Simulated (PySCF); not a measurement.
# NMR shielding calculation of BSi6H13

- system: BSi6H13
- method: GIAO PBE0/pcSseg-1 NMR shielding, non-relativistic, gas phase (PySCF 2.14.0)

The geometry comes from this level: GFN2-xTB. It belongs to a series of runs on one base structure; here: C replaced by Si. Figures and captions count atoms from 1; the log counts them from 0 in places.

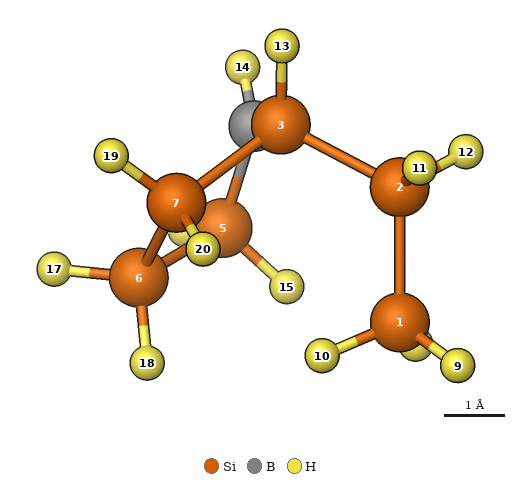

*The structure as given in the input (ball-and-stick view, seen at a tilt; atoms are numbered from 1 in the order of the input).*

Bond lengths as drawn: B–H 1.18 Å, B–Si 1.95 to 1.96 Å, H–Si 1.46 to 1.48 Å and Si–Si 2.31 to 2.38 Å.

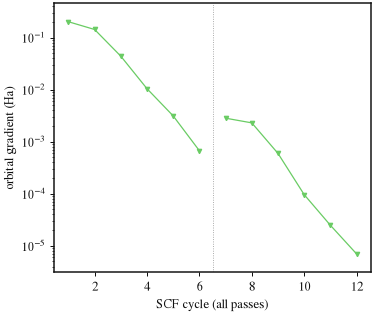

*Convergence of the self-consistent field: orbital gradient against the SCF cycle. The dotted line marks the change from a coarse to the final integration grid.*

The first 6 cycles use a coarse grid, the final grid takes over at cycle 7, and the field converges after 12 cycles in all.

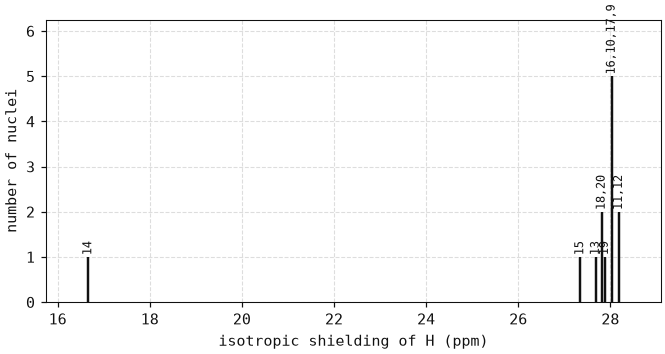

*Isotropic shieldings of the hydrogen nuclei in this fixed geometry, labelled by atom number; shielding grows to the right, so chemical shift grows to the left.*

The least shielded is H14 (16.7 ppm), the most shielded H12 (28.2 ppm).

These pictures come from the run below.

**The input**
```
{"job": {"kind": "nmr", "xc": "PBE0", "basis": "pcSseg-1"}, "charge": 0, "multiplicity": 1}
Si     2.301467    -1.555701    -0.143059
Si     2.323861     0.749775    -0.233708
Si     0.224672     1.758968     0.045851
B     -1.057838     1.441408    -1.389214
Si    -1.795124    -0.367627    -1.525867
Si    -2.217303    -0.884478     0.735002
Si    -0.852378     0.646400     1.850204
H      1.907144    -2.151074    -1.420884
H      3.580408    -2.172920     0.214193
H      1.324822    -2.020788     0.850153
H      3.257091     1.285147     0.771773
H      2.931680     1.191630    -1.501518
H      0.481900     3.176341     0.400408
H     -1.559452     2.333963    -1.966805
H     -0.849618    -1.398914    -2.001758
H     -2.977333    -0.592625    -2.379877
H     -3.631251    -0.750902     1.118048
H     -1.918058    -2.280067     1.077591
H     -1.606849     1.553559     2.726709
H      0.127012     0.048584     2.769722
```

The first line tells a small driver script what to run in PySCF; the rest is the geometry in Å.

Launch command:
```bash
OMP_NUM_THREADS=1 python <driver script> task.json out
```

**Log**
```
coarse grid: 18896 points
cycle   1  E = -1768.6964547496  dE =  2.705e-02  |g| = 2.011e-01  |ddm| = 4.070e+00
cycle   2  E = -1768.7018598716  dE = -5.405e-03  |g| = 1.427e-01  |ddm| = 5.095e-01
cycle   3  E = -1768.7078028037  dE = -5.943e-03  |g| = 4.384e-02  |ddm| = 2.921e-01
cycle   4  E = -1768.7085729806  dE = -7.702e-04  |g| = 1.041e-02  |ddm| = 1.025e-01
cycle   5  E = -1768.7086135062  dE = -4.053e-05  |g| = 3.123e-03  |ddm| = 2.745e-02
cycle   6  E = -1768.7086174120  dE = -3.906e-06  |g| = 6.693e-04  |ddm| = 6.575e-03
final grid: 152600 points
cycle   7  E = -1768.7426733135  dE = -2.487e-05  |g| = 2.825e-03  |ddm| = 2.912e-02
cycle   8  E = -1768.7426731792  dE =  1.343e-07  |g| = 2.296e-03  |ddm| = 6.568e-03
cycle   9  E = -1768.7426748577  dE = -1.679e-06  |g| = 5.947e-04  |ddm| = 4.270e-03
cycle  10  E = -1768.7426749991  dE = -1.414e-07  |g| = 9.608e-05  |ddm| = 1.224e-03
cycle  11  E = -1768.7426750022  dE = -3.065e-09  |g| = 2.480e-05  |ddm| = 2.107e-04
cycle  12  E = -1768.7426750024  dE = -2.233e-10  |g| = 6.985e-06  |ddm| = 6.496e-05
converged SCF energy = -1768.7426750024

GIAO shielding tensors (ppm)
atom      isotropic    diamagn.    paramagn.     s11        s22        s33       span
  0 Si     467.358     880.100    -412.742    454.872    467.392    479.810     24.938
  1 Si     476.736     880.429    -403.693    462.788    477.191    490.230     27.442
  2 Si     461.612     882.163    -420.551    428.321    445.593    510.923     82.602
  3 B      -53.429     202.374    -255.803   -221.600    -92.388    153.702    375.303
  4 Si     462.728     880.793    -418.065    423.855    458.432    505.899     82.043
  5 Si     458.708     880.538    -421.830    429.856    442.247    504.021     74.165
  6 Si     449.496     880.817    -431.321    416.280    431.313    500.894     84.614
  7 H       28.069      29.594      -1.525     24.438     26.515     33.255      8.817
  8 H       28.041      28.665      -0.624     24.292     25.226     34.605     10.313
  9 H       28.021      30.211      -2.190     24.036     27.703     32.325      8.290
 10 H       28.159      29.317      -1.157     24.365     25.573     34.540     10.174
 11 H       28.206      29.003      -0.797     24.180     25.576     34.861     10.681
 12 H       27.681      30.667      -2.986     23.619     24.664     34.760     11.142
 13 H       16.662      30.653     -13.992     -1.241     24.773     26.452     27.693
 14 H       27.343      29.635      -2.292     23.133     27.955     30.940      7.807
 15 H       27.978      29.509      -1.531     24.299     24.773     34.861     10.562
 16 H       28.024      29.395      -1.371     24.232     25.280     34.559     10.328
 17 H       27.791      29.293      -1.502     24.684     25.766     32.923      8.240
 18 H       27.878      29.885      -2.007     24.013     25.253     34.369     10.356
 19 H       27.826      29.961      -2.134     24.791     26.301     32.388      7.597
```

**Results in brief**

- outcome: converged
- total energy: −1768.742675 hartree
- HOMO: −7.81 eV
- LUMO: −3.16 eV
- dipole moment: 0.49 D
- isotropic shielding, Si: 449.5 to 476.7 ppm
- isotropic shielding, B: −53.4 ppm
- isotropic shielding, H: 16.7 to 28.2 ppm
- hardware: 1 CPU thread, shared host
- wall time: 2.5 min
- peak memory: 1.1 GiB
